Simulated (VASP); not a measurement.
Band structure of Sb (relaxed from the simple-cubic structure, space group Pm-3m). These are PBEsol GGA, VASP's PBE PAW potentials (set 64) (plane waves; VASP 6.6.1) values and carry that method's errors.

Unless said otherwise, spin-orbit coupling is left out, though it shifts the bands of the heavy elements here.

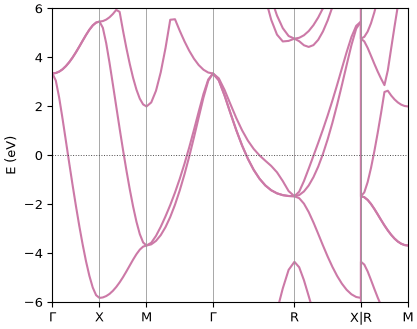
Figure. Bands along high-symmetry lines, zero at the valence-band maximum or, without a gap, the Fermi level

**Question.** Read the plot: is there a gap, and where are the band edges?

**Answer.** It has no gap at this level: it comes out as a metal or semimetal. (Edges off the drawn lines would not show.)

The structure was generated: Sb was put into the simple-cubic type (Pm-3m), which need not be its known phase. It was relaxed first, which changed the volume by -6 %.
